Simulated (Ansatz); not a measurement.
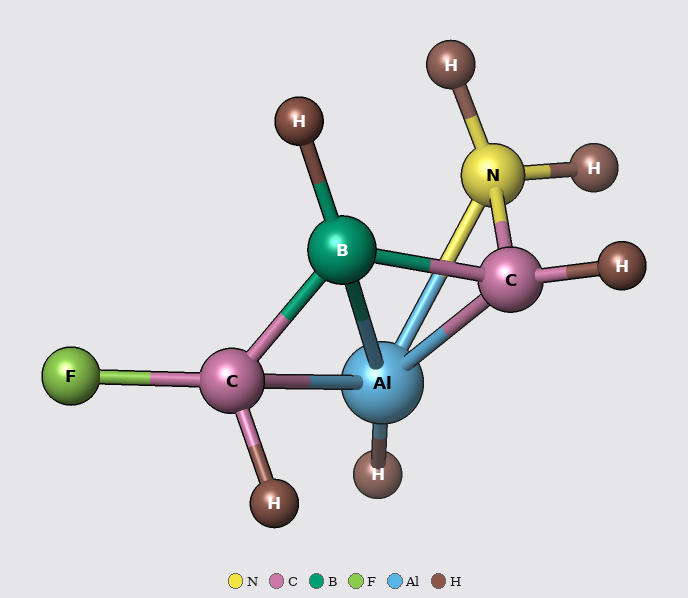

A ball-and-stick model of a molecule.

Identify the structure.

The molecule is C2H6AlBFN. This geometry has C1 symmetry.

More results for the same structure follow; atom numbers are the same in all pictures, views and colours differ. The geometry was computed by an optimisation with PBE0-D4/def2-TZVP.

**Charges**

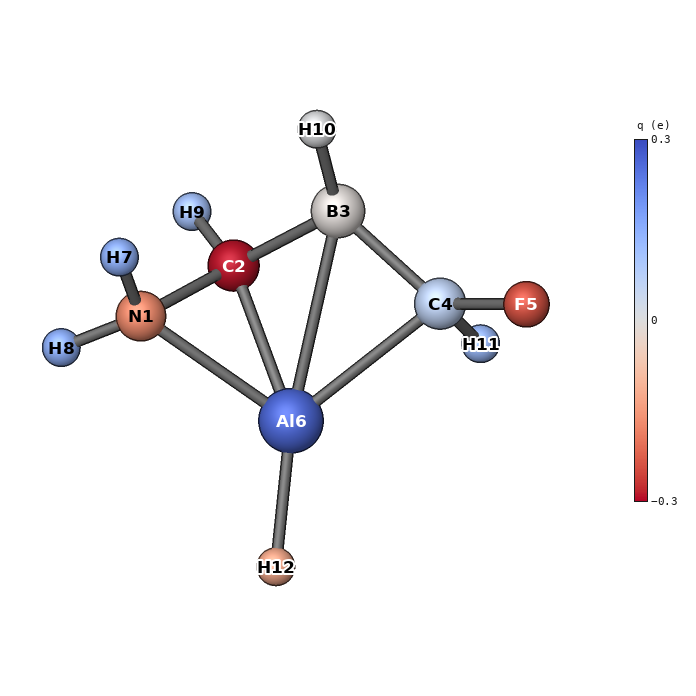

Atoms are coloured by their Mulliken charges. Level of theory: RKS B3LYP-D4/def2-TZVPP (Ansatz 0.2.0).

Give the Mulliken charges atom by atom.

```tsv
atom	value (e)
N1	−0.17
C2	−0.29
B3	−0.01
C4	0.06
F5	−0.24
Al6	0.26
H7	0.14
H8	0.14
H9	0.10
H10	0.00
H11	0.12
H12	−0.12
```

**Dipole moment**

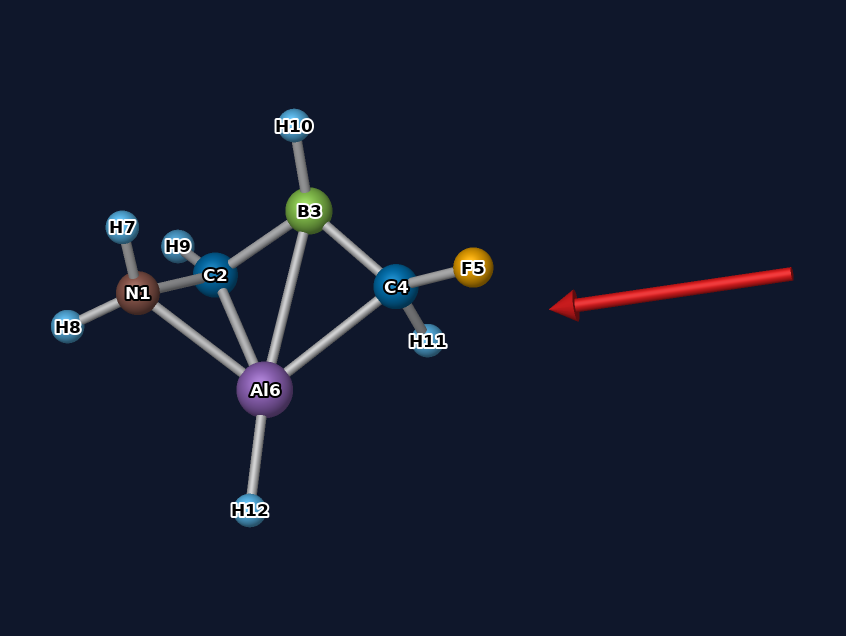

The arrow beside the molecule shows the direction of the dipole moment, from the negative to the positive end (its length means nothing). Properties computed with RKS B3LYP-D4/def2-TZVPP (Ansatz 0.2.0).

**Estimate the dipole moment.**

3.75 D; it points from the side of F5 to the side of H8 (the outermost atoms at the two ends).

**Vibrations**

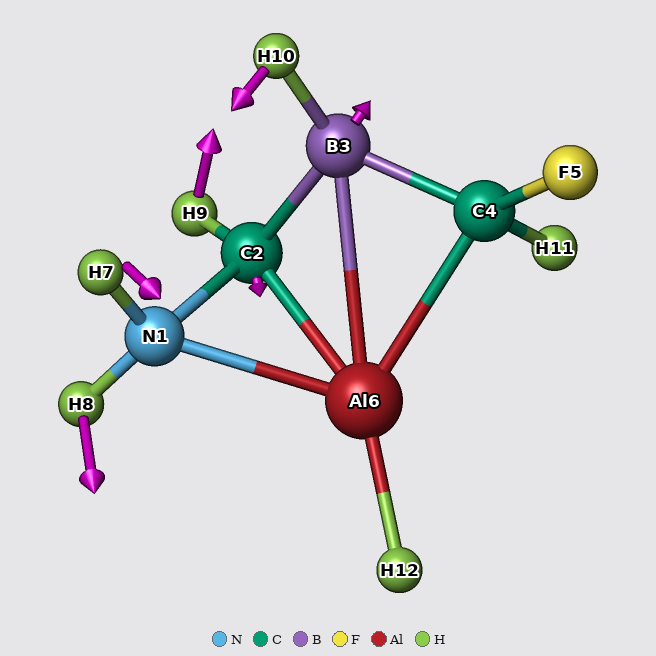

The arrows show one normal mode. Harmonic vibrations computed with RKS PBE0-D4/def2-TZVP (Ansatz 0.2.0) at a stationary point of the same level.

**At what wavenumber does it lie?**

950 cm⁻¹; it is mode 16 of 30 counted from the lowest.

Mulliken values depend strongly on the basis set and can even reverse the polarity of a bond.
